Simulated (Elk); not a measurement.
Band structure of Lu (P6_3/mmc, 2 atoms in the cell).

```xyz
2
Lattice="1.7500 -3.0311 0.0000 1.7500 3.0311 0.0000 0.0000 0.0000 5.5500" Properties=species:S:1:pos:R:3 pbc="T T T"
Lu     1.7500     1.0104     1.3875
Lu     1.7500    -1.0104     4.1625
```

Method of the run: PBE, all-electron FP-LAPW, Elk's shipped species files, APW+lo basis with extra local orbitals (Elk).

Settings: xctype = 20; rgkmax = 7.5; stype = 0; swidth = 0.00734986 Ha; ngridk = 10 10 6; gmaxvr = 18 1/bohr; lmaxapw = 10; lmaxo = 8; nxlo = 2; lorbcnd = true; lradstp = 2; nrmtscf = 2; lmaxi = 4; maxscl = 100.

The starting cell has typed, rounded lattice constants, without a prior relaxation at this level. Spin-orbit coupling is off. Values depend on the basis (sphere radii, cutoffs, local orbitals), which need not be converged.

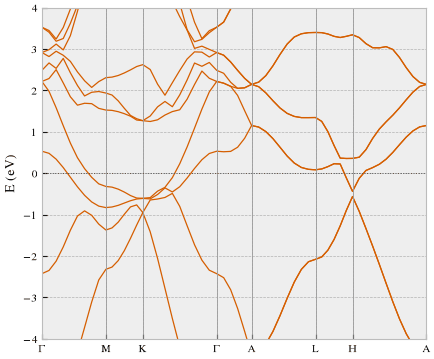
*Bands along the path, energies from the Fermi level.*

Levels in eV from the Fermi level, bands 21 to 28:
```csv
point,21,22,23,24,25,26,27,28
Γ,-4.85,-4.83,-4.83,-2.43,0.53,2.21,2.21,2.48
M,-4.85,-4.83,-2.32,-1.37,-0.83,-0.32,1.52,1.94
K,-4.84,-4.84,-0.95,-0.95,-0.61,-0.61,1.27,1.27
A,-4.83,-4.83,-4.39,-4.39,1.15,1.15,2.14,2.14
L,-4.85,-4.85,-2.08,-2.08,0.08,0.08,1.34,1.34
H,-4.84,-4.84,-0.56,-0.56,-0.44,-0.44,0.36,0.36
```

Bands cross the Fermi level along this path, so the cell is metallic at this level.
